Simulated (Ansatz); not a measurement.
# SiH2 (triplet): HSE06, B2PLYP, RPA-PBE over a scan of the scale of all distances, cc-pVDZ

Aim: run SiH2 (triplet) with these functionals over a scan of the scale of all distances, and hold them against the top wave-function level at the same points.

The runs use Ansatz 0.2.0, Gaussian basis; cc-pVDZ, all electrons in the functionals, frozen cores in the correlation of double hybrids and RPA.

Plan: HSE06, B2PLYP, RPA-PBE, at 0.888; 1.000; 1.127; 1.275; 1.483; 1.758; 1.974; 2.408.

17 further runs of the same task are left out: 10 that didn't finish, 7 set aside as unsound or not needed.

## (1) What is computed

The geometry derives from a PBE0/def2-TZVP stationary point (not a proven minimum). All distances are scaled together.

3 atoms, charge 0, spin multiplicity 3.

Atoms are counted from 1 here; the program's logs count them from 0.

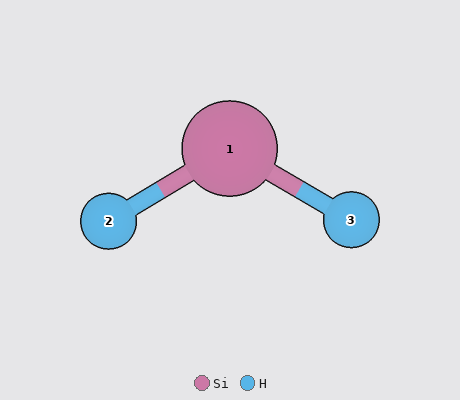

The geometry (silicon pink, hydrogen blue); atoms are numbered from 1 in the order of the file.

No dispersion term is added. HSE06 is the plane-wave form.

The geometry shown and the zero of energy belong to the point 1.000. The yardstick, FCI, and other wave-function levels (R restricted, U unrestricted, valence and pair active spaces) come from earlier runs.

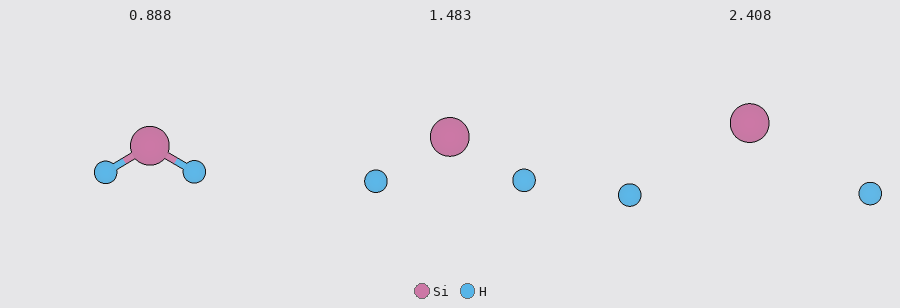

Three points of the scan; sticks are drawn by distance.

## (2) HSE06, 0.888

Contents of in.yaml:

```yaml
crystal:
  periodic: [false, false, false]
  atoms:
    - {symbol: Si, position_ang: [0.000000, -0.045057, 0.000000]}
    - {symbol: H, position_ang: [0.000000, 0.627739, -1.135196]}
    - {symbol: H, position_ang: [0.000000, 0.627738, 1.135196]}
basis:
  gaussian: {orbitals: cc-pVDZ}
magnetization: {spin_polarized: true, initial_magnetization: 2}
hamiltonian: {xc: {name: HSE06}}
```

The run is started by

```sh
> ansatz run in.yaml --threads 1 --pin off --events-out ev --progress --plain --max-ram 2393MiB
```

The runs that follow: HSE06, 1.000; HSE06, 1.127; HSE06, 1.275; HSE06, 1.483; HSE06, 1.758; HSE06, 1.974; HSE06, 2.408; B2PLYP, 0.888; B2PLYP, 1.000; B2PLYP, 1.127; B2PLYP, 1.275; B2PLYP, 1.483; B2PLYP, 1.758; B2PLYP, 1.974; B2PLYP, 2.408; RPA-PBE, 0.888; RPA-PBE, 1.000; RPA-PBE, 1.127; RPA-PBE, 1.275; RPA-PBE, 1.483; RPA-PBE, 1.758; RPA-PBE, 1.974; RPA-PBE, 2.408.

Before running them: what should the planned runs give, taken together? Wanted: span of the FCI curve; largest miss, HSE06; largest miss, B2PLYP; largest miss, RPA-PBE.

The runs gave:

```
             quantity                  value
span of the FCI curve         119.9 kcal/mol
  largest miss, HSE06  +9.2 kcal/mol (1.974)
 largest miss, B2PLYP  +7.3 kcal/mol (1.758)
largest miss, RPA-PBE  +3.6 kcal/mol (1.974)
```

What this shows: Of the functionals, RPA-PBE keep the smallest largest miss at the points compared (at most 3.6 kcal/mol) and HSE06 strays most (9.2 kcal/mol, at 1.974). HSE06, B2PLYP, RPA-PBE clearly break the spin symmetry at some points (⟨S²⟩ up to 0.96 above the pure value), so energy there is bought with a mixed spin. Functionals and the yardstick converge differently with the basis, so part of each miss in cc-pVDZ is the basis.
